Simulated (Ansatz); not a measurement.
**Pd wire along [110], 12 atoms a period: bands by functional and under strain**

What gap, if any, does the Pd wire along [110], 12 atoms a period have, and how does it change with the functional and under strain?

Program: Ansatz 0.2.0. Level of theory: DFT PBE, plane waves, PAW; relaxation of a wire's period, in the first sound run; inputs show where later runs differ. Results are calculated unless marked as measured.

## 1. Starting point

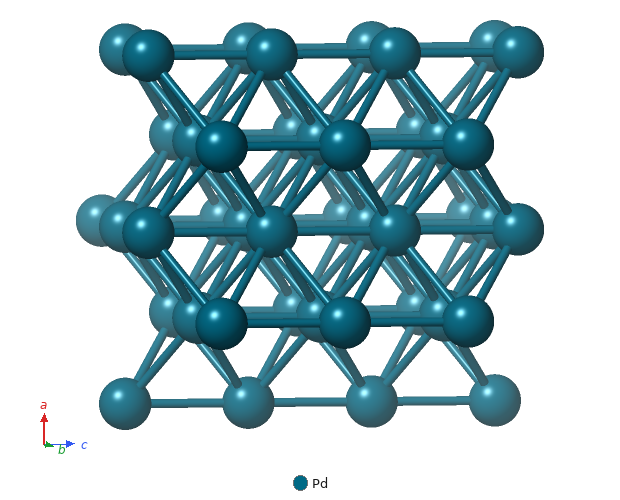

The starting structure, seen from the side, with the c axis across the page (palladium blue). 1×1×3 cells are drawn. Some periodic images of atoms are drawn too.

The cell holds 12 atoms: 12 Pd. Cell: a = 14.680 Å, b = 13.765 Å, c = 2.786 Å, α = 90.0°, β = 90.0°, γ = 90.0°. Vacuum lies along a and b. The structure's axis is c.

## 2. The relaxed wire

Band widths follow the bond lengths, so the wire is relaxed first. The atoms and the third cell vector are free; the box across stays fixed as vacuum. Moments are seeded so that a magnetic state can form if it lies lower. A Fermi-Dirac smearing is set since the result may be a metal. The pressure printed is a third of the stress's trace over the whole box, vacuum included; only the stress along the axis is relaxed.

Contents of input.yaml:

```yaml
crystal:
  lattice:
    - [14.68, 0.0, 0.0]
    - [0.0, 13.765, 0.0]
    - [0.0, 0.0, 2.7860007179]
  atoms:
    - { symbol: Pd, position: [0.231607629, 0.449400706, 0.0], spin: 0.48 }
    - { symbol: Pd, position: [0.5, 0.651798143, 0.0], spin: 0.48 }
    - { symbol: Pd, position: [0.5, 0.449400706, 0.0], spin: 0.48 }
    - { symbol: Pd, position: [0.768392371, 0.651798143, 0.0], spin: 0.48 }
    - { symbol: Pd, position: [0.768392371, 0.449400706, 0.0], spin: 0.48 }
    - { symbol: Pd, position: [0.365803815, 0.348201988, 0.5], spin: 0.48 }
    - { symbol: Pd, position: [0.365803815, 0.550599424, 0.5], spin: 0.48 }
    - { symbol: Pd, position: [0.365803815, 0.752996861, 0.5], spin: 0.48 }
    - { symbol: Pd, position: [0.634196185, 0.348201988, 0.5], spin: 0.48 }
    - { symbol: Pd, position: [0.634196185, 0.550599424, 0.5], spin: 0.48 }
    - { symbol: Pd, position: [0.634196185, 0.752996861, 0.5], spin: 0.48 }
    - { symbol: Pd, position: [0.5, 0.247003269, 0.0], spin: 0.48 }
magnetization:
  spin_polarized: true
kpoints:
  mp_grid: { grid: [1, 1, 29] }
scf:
  occupations: { method: fermi_dirac, width: 0.05 }
hamiltonian:
  xc: pbe
relax:
  cell: { fix: [a, b, alpha, beta, gamma] }
  max_steps: 60
```

Started as:

```bash
ansatz run input.yaml --threads 8 --pin off --max-ram 16384MiB --backend cpu --events-out ev --progress --plain --runs-dir out
```

Numbers of over 12 decimals in the logs are rounded to 6 here.

What it wrote:

```text
Engine: ansatz 0.2.0, aarch64-unknown-linux-gnu
Pseudopotentials: kind: paw
Pseudopotential: Pd, paw, valence charge 18, recommended cutoff 420 eV (normal), Pd.paw.azcp
Functional definition: PBE
  parameter kappa = 0.804
  parameter beta = 0.066725
  exchange = pbe_x(kappa = kappa, mu = beta*pi^2/3)
  correlation = pbe_c(beta = beta)
Crystal: 12 atoms, lattice volume = 562.968 Å³
Basis set: ecut = 420 eV, 11015 PW (Γ), exchange–correlation on 200×192×40 points (8 copies of the dense FFT grid, shifted against one another)
Bands: 134, of which v1, the nominal top of the filled ones, is band 108 counted from 1 (107 counted from 0)
Symmetry: 2 space group operations
Space group: Pm (ITA 6), of the structure as read, at distance tolerance 8.3e-5 Å
Magnetic group: BNS 6.18 (UNI 25), of the structure as read, at distance tolerance 8.3e-5 Å
k-points: 15 of 29
Non-local potential: Pd, projectors of the file, l = 0: 2, l = 1: 2, l = 2: 2, l = 3: 1
PAW form: soft (Blöchl's): semilocal exchange-correlation on the pseudo side does not see the compensation charge
PAW one-centre angular grid: Pd, 590 points (default); XC on 64 Gauss nodes
Initial density: superposition of atomic densities (neutral atoms: chi_scale 0, normalization atom)
Starting moments: Σ|m| = 5.76 μB on 12 of 12 sites
Initial wavefunctions: pseudopotential atomic-orbital guess
Functional: x = pbe(κ = 0.804, μ = 0.219515), c = pbe(β = 0.066725)
SCF iter   1: F=—  HF=-83676.950989 eV  |F-HF|=—  |Δ(HF+E_count)|=         —  Δρ=5.07e-2 (↑5.07e-2 ↓4.21e-2)  dr2=6.44e1  dr2_m=2.88e-1  M=3.969 μB ∫|m|=4.071 μB  β_m=0.30  ethr=3.10e-3  ⟨swp⟩=6.6  Hψ=16103  notcnv=0  defer=102
preconditioner: auto → LDOS  [metal: Δε(μ)=0.008 eV  Ē_g=5.622 eV  σ=0.050 eV  W_gap=0.04  n_scr=98 (ndim 8)  ℏωp=17.1 eV  f_vac=0.590  D(μ)=27.86/eV (n_scr^D=270)]
spin=Collinear: LDOS preconditioning applied to the charge; magnetization (m = ρ↑ − ρ↓) channel mixes plain (no charge-response kernel on spin).
SCF iter   2: F=—  HF=-83668.048950 eV  |F-HF|=—  |Δ(HF+E_count)|=    8.90e0  Δρ=2.26e-2 (↑2.26e-2 ↓2.15e-2)  dr2=2.24e1  dr2_m=1.46e-1  M=4.162 μB ∫|m|=4.287 μB  β_m=0.30  ethr=3.10e-3  ⟨swp⟩=2.3  Hψ=7800  notcnv=0  defer=379
SCF iter   3: F=—  HF=-83666.097596 eV  |F-HF|=—  |Δ(HF+E_count)|=    1.95e0  Δρ=1.25e-2 (↑7.81e-3 ↓1.25e-2)  dr2=7.95e0  dr2_m=8.37e-2  M=4.357 μB ∫|m|=4.489 μB  β_m=0.30  ethr=3.10e-3  ⟨swp⟩=2.0  Hψ=6473  notcnv=0  defer=409
SCF iter   4: F=—  HF=-83665.842267 eV  |F-HF|=—  |Δ(HF+E_count)|=   2.55e-1  Δρ=6.50e-3 (↑4.67e-3 ↓6.50e-3)  dr2=1.60e0  dr2_m=3.74e-2  M=4.365 μB ∫|m|=4.513 μB  β_m=0.30  ethr=3.10e-3  ⟨swp⟩=2.1  Hψ=4055  notcnv=0  defer=440
SCF iter   5: F=—  HF=-83665.833541 eV  |F-HF|=—  |Δ(HF+E_count)|=   8.73e-3  Δρ=4.08e-3 (↑4.08e-3 ↓3.25e-3)  dr2=3.75e-1  dr2_m=1.95e-2  M=4.322 μB ∫|m|=4.490 μB  β_m=0.30  ethr=7.42e-4  ⟨swp⟩=2.2  Hψ=3893  notcnv=0  defer=443
SCF iter   6: F=—  HF=-83665.819882 eV  |F-HF|=—  |Δ(HF+E_count)|=   1.37e-2  Δρ=2.32e-3 (↑2.32e-3 ↓1.77e-3)  dr2=6.75e-2  dr2_m=1.30e-2  M=4.294 μB ∫|m|=4.475 μB  β_m=0.30  ethr=1.74e-4  ⟨swp⟩=2.0  Hψ=3939  notcnv=0  defer=443
SCF iter   7: F=—  HF=-83665.825793 eV  |F-HF|=—  |Δ(HF+E_count)|=   5.91e-3  Δρ=1.44e-3 (↑1.30e-3 ↓1.44e-3)  dr2=1.65e-2  dr2_m=8.02e-3  M=4.296 μB ∫|m|=4.486 μB  β_m=0.30  ethr=3.13e-5  ⟨swp⟩=2.3  Hψ=4857  notcnv=0  defer=448
SCF iter   8: F=—  HF=-83665.829368 eV  |F-HF|=—  |Δ(HF+E_count)|=   3.58e-3  Δρ=1.11e-3 (↑9.72e-4 ↓1.11e-3)  dr2=5.50e-3  dr2_m=5.14e-3  M=4.295 μB ∫|m|=4.492 μB  β_m=0.30  ethr=7.66e-6  ⟨swp⟩=2.0  Hψ=4813  notcnv=0  defer=462
SCF iter   9: F=—  HF=-83665.830820 eV  |F-HF|=—  |Δ(HF+E_count)|=   1.45e-3  Δρ=8.40e-4 (↑7.55e-4 ↓8.40e-4)  dr2=1.06e-3  dr2_m=3.19e-3  M=4.302 μB ∫|m|=4.505 μB  β_m=0.30  ethr=2.55e-6  ⟨swp⟩=2.1  Hψ=5006  notcnv=0  defer=462
SCF iter  10: F=—  HF=-83665.831669 eV  |F-HF|=—  |Δ(HF+E_count)|=   8.50e-4  Δρ=6.66e-4 (↑5.94e-4 ↓6.66e-4)  dr2=8.04e-4  dr2_m=2.00e-3  M=4.307 μB ∫|m|=4.514 μB  β_m=0.30  ethr=4.92e-7  ⟨swp⟩=1.6  Hψ=4113  notcnv=0  defer=462
SCF iter  11: F=—  HF=-83665.832210 eV  |F-HF|=—  |Δ(HF+E_count)|=   5.40e-4  Δρ=5.70e-4 (↑4.56e-4 ↓5.70e-4)  dr2=9.51e-4  dr2_m=1.32e-3  M=4.313 μB ∫|m|=4.523 μB  β_m=0.30  ethr=3.72e-7  ⟨swp⟩=1.0  Hψ=3589  notcnv=0  defer=462
Mixer restart at iter 11: flushing history
spin-set hold released at iteration 11 (site moments contracting): the magnetisation degrees of freedom join the quasi-Newton model from the next iteration; the mixer history was flushed
SCF iter  12: F=—  HF=-83665.832573 eV  |F-HF|=—  |Δ(HF+E_count)|=   3.64e-4  Δρ=4.99e-4 (↑3.50e-4 ↓4.99e-4)  dr2=1.22e-3  dr2_m=8.96e-4  M=4.318 μB ∫|m|=4.531 μB  β_m=0.65  ethr=3.72e-7  ⟨swp⟩=1.0  Hψ=3626  notcnv=0  defer=462
SCF iter  13: F=—  HF=-83665.833125 eV  |F-HF|=—  |Δ(HF+E_count)|=   5.52e-4  Δρ=3.08e-4 (↑1.40e-4 ↓3.08e-4)  dr2=1.51e-3  dr2_m=2.26e-4  M=4.335 μB ∫|m|=4.555 μB  β_m=0.82  ethr=3.72e-7  ⟨swp⟩=2.4  Hψ=5564  notcnv=0  defer=462
SCF iter  14: F=—  HF=-83665.833266 eV  |F-HF|=—  |Δ(HF+E_count)|=   1.41e-4  Δρ=1.56e-4 (↑8.49e-5 ↓1.56e-4)  dr2=3.24e-4  dr2_m=4.22e-5  M=4.355 μB ∫|m|=4.579 μB  β_m=0.60  ethr=3.72e-7  ⟨swp⟩=2.2  Hψ=5047  notcnv=0  defer=462
SCF iter  15: F=—  HF=-83665.833255 eV  |F-HF|=—  |Δ(HF+E_count)|=   1.12e-5  Δρ=4.42e-5 (↑4.01e-5 ↓4.42e-5)  dr2=3.15e-5  dr2_m=6.61e-6  M=4.366 μB ∫|m|=4.592 μB  β_m=0.56  ethr=1.50e-7  ⟨swp⟩=2.0  Hψ=5330  notcnv=0  defer=462
SCF iter  16: F=—  HF=-83665.832383 eV  |F-HF|=—  |Δ(HF+E_count)|=   8.72e-4  Δρ=2.96e-5 (↑2.43e-5 ↓2.96e-5)  dr2=8.01e-6  dr2_m=3.22e-6  M=4.371 μB ∫|m|=4.597 μB  β_m=0.78  ethr=1.46e-8  ⟨swp⟩=2.0  Hψ=5509  notcnv=0  defer=462
SCF iter  17: F=—  HF=-83665.832385 eV  |F-HF|=—  |Δ(HF+E_count)|=   2.18e-6  Δρ=2.08e-5 (↑1.81e-5 ↓2.08e-5)  dr2=5.31e-6  dr2_m=1.45e-6  M=4.374 μB ∫|m|=4.600 μB  β_m=0.83  ethr=3.71e-9  ⟨swp⟩=2.0  Hψ=5351  notcnv=0  defer=462
SCF iter  18: F=—  HF=-83665.832386 eV  |F-HF|=—  |Δ(HF+E_count)|=   8.65e-7  Δρ=1.13e-5 (↑1.13e-5 ↓9.08e-6)  dr2=1.94e-6  dr2_m=3.50e-7  M=4.379 μB ∫|m|=4.606 μB  β_m=0.77  ethr=2.46e-9  ⟨swp⟩=2.0  Hψ=5449  notcnv=0  defer=462
SCF iter  19: F=—  HF=-83665.832386 eV  |F-HF|=—  |Δ(HF+E_count)|=   3.24e-8  Δρ=7.92e-6 (↑4.82e-6 ↓7.92e-6)  dr2=6.97e-7  dr2_m=1.47e-7  M=4.381 μB ∫|m|=4.608 μB  β_m=0.78  ethr=8.96e-10  ⟨swp⟩=2.0  Hψ=5487  notcnv=0  defer=462
SCF iter  20: F=—  HF=-83665.832386 eV  |F-HF|=—  |Δ(HF+E_count)|=   3.74e-8  Δρ=3.76e-6 (↑3.76e-6 ↓3.45e-6)  dr2=1.84e-7  dr2_m=3.97e-8  M=4.382 μB ∫|m|=4.609 μB  β_m=0.76  ethr=3.23e-10  ⟨swp⟩=2.0  Hψ=5354  notcnv=0  defer=462
[...]
Initial wavefunctions: pseudopotential atomic-orbital guess (no wavefunctions were taken with the density)
iter 1 solved again at ethr=6.60e-7 eV; its pass at ethr=3.10e-3 eV (dr2=1.42e-3 eV) is discarded
SCF iter   1: F=—  HF=-83666.215524 eV  |F-HF|=—  |Δ(HF+E_count)|=         —  Δρ=4.75e-5 (↑4.75e-5 ↓4.48e-5)  dr2=8.19e-6  dr2_m=3.21e-8  M=2.469 μB ∫|m|=2.585 μB  β_m=0.30  ethr=6.60e-7  ⟨swp⟩=5.0  Hψ=30373  notcnv=0
preconditioner: auto → LDOS  [metal: Δε(μ)=0.005 eV  Ē_g=6.716 eV  σ=0.050 eV  W_gap=0.02  n_scr=92 (ndim 8)  ℏωp=17.5 eV  f_vac=0.582  D(μ)=26.03/eV (n_scr^D=242)]
spin=Collinear: LDOS preconditioning applied to the charge; magnetization (m = ρ↑ − ρ↓) channel mixes plain (no charge-response kernel on spin).
SCF iter   2: F=—  HF=-83666.215543 eV  |F-HF|=—  |Δ(HF+E_count)|=   1.90e-5  Δρ=3.08e-5 (↑3.08e-5 ↓2.83e-5)  dr2=3.03e-6  dr2_m=2.46e-8  M=2.469 μB ∫|m|=2.585 μB  β_m=0.51  ethr=3.79e-9  ⟨swp⟩=2.7  Hψ=7724  notcnv=0
SCF iter   3: F=—  HF=-83666.215545 eV  |F-HF|=—  |Δ(HF+E_count)|=   2.51e-6  Δρ=7.41e-6 (↑7.41e-6 ↓6.77e-6)  dr2=2.68e-7  dr2_m=1.82e-8  M=2.470 μB ∫|m|=2.585 μB  β_m=0.54  ethr=1.40e-9  ⟨swp⟩=2.8  Hψ=7786  notcnv=0
SCF iter   4: F=—  HF=-83666.215546 eV  |F-HF|=—  |Δ(HF+E_count)|=   3.12e-7  Δρ=2.59e-6 (↑1.90e-6 ↓2.59e-6)  dr2=3.73e-8  dr2_m=9.76e-9  M=2.470 μB ∫|m|=2.586 μB  β_m=0.56  ethr=1.24e-10  ⟨swp⟩=2.2  Hψ=6977  notcnv=0
SCF iter   5: F=—  HF=-83666.215546 eV  |F-HF|=—  |Δ(HF+E_count)|=   2.74e-8  Δρ=1.43e-6 (↑1.25e-6 ↓1.43e-6)  dr2=1.67e-8  dr2_m=6.87e-9  M=2.470 μB ∫|m|=2.586 μB  β_m=0.71  ethr=1.73e-11  ⟨swp⟩=2.1  Hψ=6153  notcnv=0
SCF iter   6: F=—  HF=-83666.215546 eV  |F-HF|=—  |Δ(HF+E_count)|=   6.82e-9  Δρ=1.04e-6 (↑9.45e-7 ↓1.04e-6)  dr2=7.92e-9  dr2_m=4.35e-9  M=2.470 μB ∫|m|=2.586 μB  β_m=0.86  ethr=7.73e-12  ⟨swp⟩=2.1  Hψ=5600  notcnv=0
SCF iter   7: F=—  HF=-83666.215546 eV  |F-HF|=—  |Δ(HF+E_count)|=   4.23e-9  Δρ=8.00e-7 (↑5.62e-7 ↓8.00e-7)  dr2=5.03e-9  dr2_m=1.77e-9  M=2.471 μB ∫|m|=2.586 μB  β_m=0.93  ethr=3.67e-12  ⟨swp⟩=2.1  Hψ=5940  notcnv=0
SCF iter   8: F=—  HF=-83666.215546 eV  |F-HF|=—  |Δ(HF+E_count)|=   3.03e-9  Δρ=5.18e-7 (↑4.98e-7 ↓5.18e-7)  dr2=4.56e-9  dr2_m=5.98e-10  M=2.471 μB ∫|m|=2.587 μB  β_m=0.81  ethr=2.33e-12  ⟨swp⟩=2.2  Hψ=6921  notcnv=0
SCF iter   9: F=—  HF=-83666.215546 eV  |F-HF|=—  |Δ(HF+E_count)|=  2.33e-10  Δρ=3.01e-7 (↑3.01e-7 ↓2.96e-7)  dr2=1.03e-9  dr2_m=3.28e-10  M=2.471 μB ∫|m|=2.587 μB  β_m=0.86  ethr=2.11e-12  ⟨swp⟩=2.7  Hψ=7811  notcnv=0
SCF iter  10: F=—  HF=-83666.215546 eV  |F-HF|=—  |Δ(HF+E_count)|=  1.60e-10  Δρ=2.36e-7 (↑1.99e-7 ↓2.36e-7)  dr2=7.17e-10  dr2_m=1.53e-10  M=2.471 μB ∫|m|=2.587 μB  β_m=0.79  ethr=1.00e-12  ⟨swp⟩=2.1  Hψ=5768  notcnv=0
SCF iter  11: F=—  HF=-83666.215546 eV  |F-HF|=—  |Δ(HF+E_count)|=  1.16e-10  Δρ=1.77e-7 (↑1.24e-7 ↓1.77e-7)  dr2=2.37e-10  dr2_m=8.50e-11  M=2.471 μB ∫|m|=2.587 μB  β_m=0.84  ethr=1.00e-12  ⟨swp⟩=2.0  Hψ=5166  notcnv=0
SCF iter  12: F=-83666.215546 eV  HF=-83666.215546 eV  |F-HF|=1.02e-10  |Δ(HF+E_count)|=    0.00e0  Δρ=9.44e-8 (↑9.44e-8 ↓9.05e-8)  dr2=9.20e-11  dr2_m=2.78e-11  M=2.471 μB ∫|m|=2.587 μB  ethr=1.00e-12  ⟨swp⟩=4.0  Hψ=12497  notcnv=0
SCF 8 converged in 12 iterations: F = -83666.215546 eV  dr2 = 9.20e-11
relax step   8: F+E_penalty+E_count = -83666.21554555 eV  Δ(F+E_penalty+E_count) = +4.262e-3 eV  max|allowed force component| = 2.750e-3 eV/Å  Δτ_max = 0.0000 Å  P = +0.006 GPa  Ω = 542.044 Å³  fix = [a, b, alpha, beta, gamma]  reactions: a -0.007, b -0.002 GPa; gamma -0.003 GPa/rad  stress off target by 2.51e-2 GPa on what of the cell is left free  SCF on the basis re-selected at this cell (its energy is not comparable with the rows above)  (12 SCF iters)
basis re-selected at this cell: Δ(F+E_penalty+E_count) = +4.262e-3 eV, ΔP = +0.010 GPa vs the last step (what re-selecting the basis moved, of the pressure what is left beyond the Pulay correction that the steps carried, after the strain that the cell walked since its last selection, with what the two solves' SCF thresholds leave and, on support functions, any second-order correction that the steps lacked; it is no measure of the basis error at this ecutwfc). The dense FFT grid was sized anew with the basis: this SCF ran on 100×96×18 points, the steps before it on 100×96×20, so part of this shift can come from that change (see relax.cell in the input reference). [rest of the remark cut]
SCF converged after 12 iterations
Magnetization: 2.4715 μB (109.2357 up, 106.7643 down)
Absolute magnetization: 2.5874 μB (∫|ρ↑−ρ↓|, with the PAW one-centre terms)
Spin contamination: 0.0310 ħ² per cell (⟨S²⟩ above its minimum at these occupations)
Per-site moments (μB) at R_I (Å): [(0.291809, 1.106513), (0.244391, 1.106513), (0.296595, 1.106513), (0.119118, 1.101897), (0.109715, 1.101897), (0.239496, 1.106513), (0.265151, 1.068327), (0.178287, 1.068327), (0.132703, 1.106513), (0.242610, 1.106513), (0.140790, 1.106513), (0.172383, 1.106513)]
Free energy (F): -83666.215546 eV
Harris-Foulkes:  -83666.215546 eV  (|F-HF|=1.02e-10)
Internal energy: -83666.001961 eV  (E = F + TS)
E sigma→0 (E₀):  -83666.108753 eV
Entropy (-TS):   -0.213585 eV (-17.799 meV/atom)
Fermi energy:    3.204602 eV
--- Per-component energies (eV) ---
  E_band       = -5133.159635
  E_kinetic    = 6166.096849
  E_local      = -143383.917871  (includes V_loc(G=0)·N_el)
  E_nonlocal   = 2615.792172
  E_hartree    = 67978.901269
  E_xc         = -2012.927572
  E_vxc        = -2523.317411  (∫ρ·V_xc dr)
  E_paw        = -45010.601316  (= ΣΔE_a)
  E_vpaw       = -3965.618826  (= ΣTr[D̂ρ^β])
  E_aug_tail   = 0.002539  (compensation charges beyond the density's cutoff)
  E_ewald      = 29980.651969
  E_smearing   = -0.213585  (= −TS)
  E_closure    = 0.000000  (closes the sum)
  Σ components = -83666.215546   (vs F -83666.215546, Δ=0.00e0)
--- Forces (eV/Å), atoms counted from 1 ---
  atom   1  Pd    -0.00043101     0.00018517    -0.00000000
  atom   2  Pd    -0.00144528    -0.00019567    -0.00000000
  atom   3  Pd     0.00161082     0.00265274     0.00000000
  atom   4  Pd     0.00143838     0.00052266     0.00000000
  atom   5  Pd     0.00068595    -0.00010746     0.00000000
  atom   6  Pd    -0.00274985    -0.00162731    -0.00000000
  atom   7  Pd    -0.00222341     0.00095248    -0.00000000
  atom   8  Pd    -0.00035957    -0.00034968    -0.00000000
  atom   9  Pd    -0.00033666     0.00057154    -0.00000000
  atom  10  Pd     0.00117054    -0.00186893     0.00000000
  atom  11  Pd     0.00180908     0.00016133     0.00000000
  atom  12  Pd     0.00083472    -0.00090531     0.00000000
  max |Σ_I F_I| component: 8.42e-6 eV/Å
--- Stress (GPa, compression-positive) ---
       -0.006551       0.002590       0.000000
        0.002590      -0.001769      -0.000000
        0.000000      -0.000000       0.025145
  P = ⅓ Tr σ = 0.0056 GPa (0.056 kbar)
--- Relaxed structure (7 steps of the walk, 6 accepted, 1 SCFs on fresh bases) ---
  F+E_penalty+E_count = -83666.21554555 eV   max|allowed force component| = 2.750e-3 eV/Å   (the final SCF, on the basis selected at the relaxed cell)
  cell:  # Å, volume = 542.0442 Å³
    - [14.68, 0, 0]
    - [0, 13.765, 0]
    - [0, 0, 2.682455]
  atoms:
    - { symbol: Pd, position: [0.238680, 0.447485, -1.0505858849818193e-18] }
    - { symbol: Pd, position: [0.499341, 0.660009, 4.5036993532335984e-18] }
    - { symbol: Pd, position: [0.496986, 0.452247, 1.5611715313881288e-18] }
    - { symbol: Pd, position: [0.771643, 0.644204, -4.1655410443665626e-18] }
    - { symbol: Pd, position: [0.765965, 0.450237, 4.584693750411595e-19] }
    - { symbol: Pd, position: [0.365241, 0.345704, 0.5] }
    - { symbol: Pd, position: [0.362959, 0.556881, 0.5] }
    - { symbol: Pd, position: [0.359217, 0.744988, 0.5] }
    - { symbol: Pd, position: [0.636114, 0.349163, 0.5] }
    - { symbol: Pd, position: [0.630391, 0.551278, 0.5] }
    - { symbol: Pd, position: [0.640678, 0.747482, 0.5] }
    - { symbol: Pd, position: [0.501177, 0.252720, 3.1359229453382586e-18] }
```

The job ended after 7.1 min (8 threads of Arm Neoverse V2, shared host; peak memory 3.5 GiB; 56 min of CPU time).

The steps of the relaxation:

```csv
step,energy less that of the first step (eV),largest force component (eV/Å),pressure (GPa),volume (Å³)
1,0.0000,0.8114,-2.16,562.97
2,-0.2530,0.7297,1.52,543.18
3,-0.3732,0.1221,-0.24,545.83
4,-0.3655,0.1694,-0.16,543.00
5,-0.3853,0.0325,-0.05,543.06
6,-0.3872,0.0215,-0.01,542.34
7,-0.3874,0.0028,0.00,542.04
8*,-0.3832,0.0027,0.01,542.04
```

Relaxation steps marked * repeat the geometry before them on a plane-wave basis chosen anew for their cell, so energy and pressure can jump there. Relaxation step 4 was tried and not accepted.

Forces are held to the 2 operations that the run works with; a distortion that breaks them can't arise in this run.

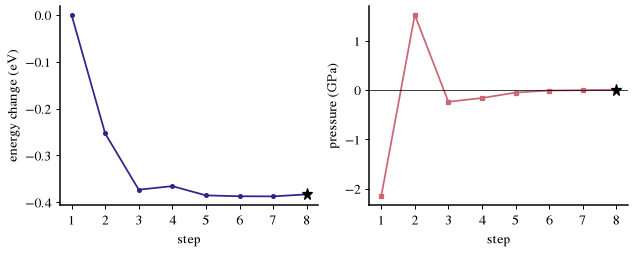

Energy and pressure along the relaxation. Stars mark steps on a basis chosen anew.

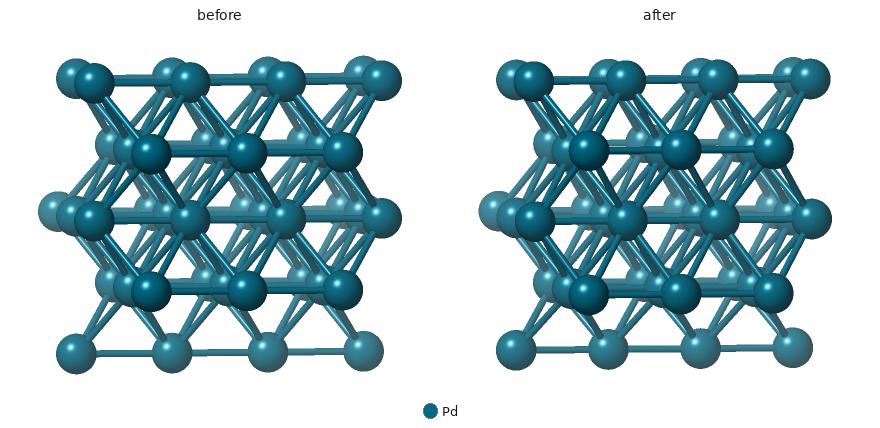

Before and after, at one scale.

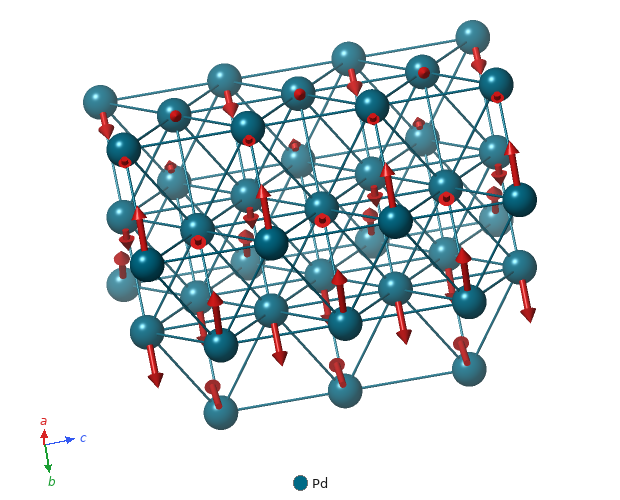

Displacements in the relaxation, exaggerated, measured against the changing cell; the longest in the cell stands for 0.15 Å. 1×1×3 cells are drawn. Some periodic images of atoms are drawn too.

```csv
cell as run,before,after,change
c (Å),2.786,2.682,-3.7 %
```

The atoms that moved most (Å, along periodic axes as changes of fractional coordinates times the final cell, across vacuum about the mean position):

```csv
atom,dx,dy,dz,length
Pd8,-0.097,-0.110,0.000,0.147
Pd11,0.095,-0.076,0.000,0.122
Pd4,0.048,-0.105,0.000,0.115
Pd2,-0.010,0.113,0.000,0.113
Pd1,0.104,-0.026,0.000,0.107
Pd7,-0.042,0.086,0.000,0.096
Pd12,0.017,0.079,0.000,0.081
Pd3,-0.044,0.039,0.000,0.059
```

This step gave:

- energy at zero smearing: -83666.1088 eV
- total moment: 2.471 μB
- absolute moment: 2.587 μB
- cell length along the wire: 2.682 Å

(Part 1 of 5 ends here.)

[Logs are printed without paths, hosts, clocks, repeated set-up lines and the standing remarks that a program may print on its own settings, such as how far it seeks lower states.]

[Hosts, paths, dates, database ids (printed as entryN), source tags and the programs' standing remarks are cut or masked in the printed files.]
